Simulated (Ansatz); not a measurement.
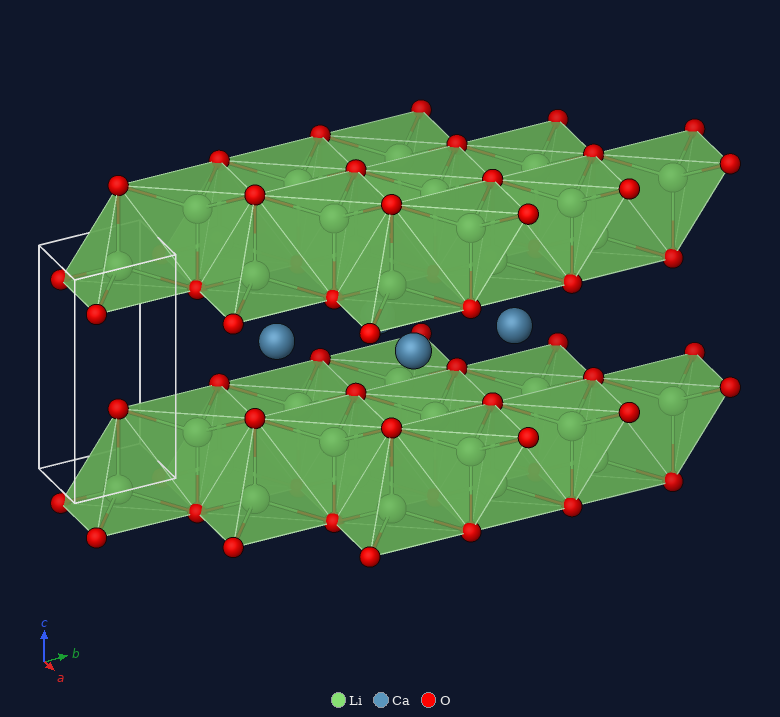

Polyhedra are drawn about Li (bonds: Li–O below 2.3 Å); other atoms are plain spheres.

System Li₂CaO₂ (space group P-3m1, No. 164); source of the atomic positions: the end point of a relaxation with DFT PBE, scalar-relativistic, plane waves, PAW (Ansatz 0.2.0); the starting structure was generated, so it need not be a known form of this composition.

Q: What figure surrounds each Li atom, and what does it share with the other drawn polyhedra?

A: Li: LiO4 tetrahedron, sharing edges with three neighbours and corners with six neighbours.

Q: What is the connectivity of the polyhedra: isolated, groups, chains, layers or framework?

A: They form layers of corner- and edge-sharing tetrahedra parallel to (001). Their corner atoms also have Ca as close neighbours (those links are not drawn).

Q: How far apart are the centres of linked polyhedra?

A: Centre to centre across a shared edge: 2.32 Å; across a shared corner: 3.36 Å.
